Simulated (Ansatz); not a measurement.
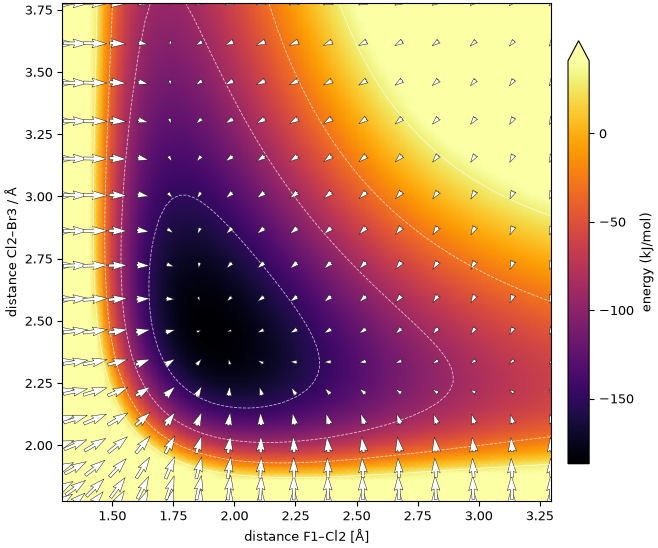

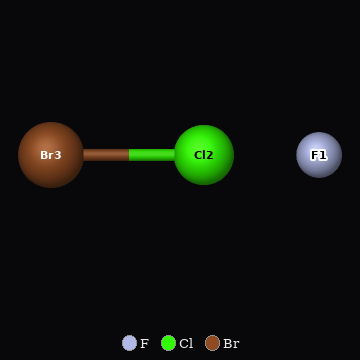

Energy landscape of the system F⁻ + ClBr. The first coordinate is: distance F1–Cl2; the second: distance Cl2–Br3. Nothing is relaxed (the angle F1–Cl2–Br3 is fixed at 180 degrees). The scan uses a 17 × 17 grid. Energies are in kJ/mol, from F with charge -1 far from the relaxed ClBr (each part in its own basis). The reference is spin-restricted, so regions where a bond is pulled apart into radicals lie too high. Theory: RKS PBE0-D4/def2-SVPD in Ansatz.

In the figure: a smooth colour map with a few white contour lines, arrows along the force (downhill), their lengths compressed, one colour for all values above the top of the scale. Between grid points the surface is interpolated. The second picture is the structure at the lowest point.

Question: Describe this landscape.

Answer: The lowest grid point is at distance F1–Cl2 = 1.855 Å, distance Cl2–Br3 = 2.459 Å, −185 kJ/mol from F with charge -1 far from the relaxed ClBr (each part in its own basis). No other kind of well shows on this grid. The highest grid point, distance F1–Cl2 = 1.296 Å, distance Cl2–Br3 = 1.776 Å, lies 1186 kJ/mol above the lowest. Round the minimum the valley is somewhat tilted: raising distance F1–Cl2 shifts the best value of distance Cl2–Br3 downwards (coupling k₁₂/√(k₁₁k₂₂) about 0.4).

Grid values (kJ/mol):

```csv
"distance Cl2–Br3 ↓, distance F1–Cl2 →",1.296,1.430,1.626,1.855,2.108,2.382,2.672,2.977,3.296
3.615,305,35,−93,−94,−49,8,59,97,123
3.303,300,26,−110,−119,−78,−24,26,63,88
3.005,300,19,−128,−148,−114,−64,−17,20,44
2.723,311,21,−140,−175,−151,−107,−63,−29,−5
2.459,351,50,−132,−185,−175,−140,−101,−70,−48
2.217,445,127,−80,−157,−164,−140,−109,−82,−62
2.003,620,284,48,−57,−85,−76,−54,−33,−17
1.830,883,529,265,134,86,82,95,110,122
```

The table holds every second grid line.

Each point was launched as `ansatz run input.yaml --threads 1 --pin off --max-ram 2560MiB --backend cpu --events-out ev --progress --plain --runs-dir out`. Time for the 289 points that were run: 9.5 min on 1 thread of AMD EPYC 9R45 96-Core Processor (Zen 5), on a shared host.
